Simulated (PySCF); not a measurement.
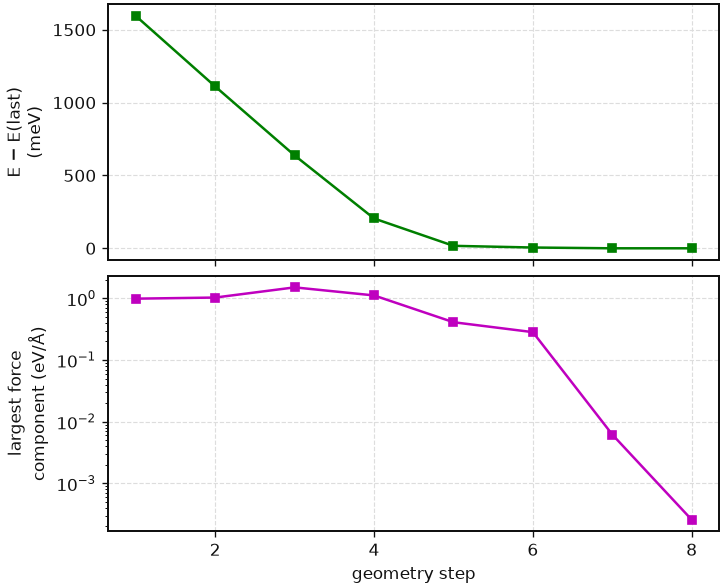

History of a geometry optimisation. The start has point group C2v, which is kept. A held symmetry can leave a saddle point.

System: SbSe2- molecule (charge −1).
Method: RKS-based PBE0, Sb def2-SVPD with ECP28, Se def2-SVPD; non-relativistic Hamiltonian with scalar-relativistic core potentials; density fitting (PySCF 2.14.0).

### How did it end, and what did it gain?

The optimisation met its thresholds at geometry 8, counting the start as the first. The energy fell by about 1600 meV from the first step to the last. The largest force component goes from about 0.99 eV/Å at the start to 2.6 × 10⁻⁴ eV/Å at the end, with a peak of 1.5 eV/Å at step 3.
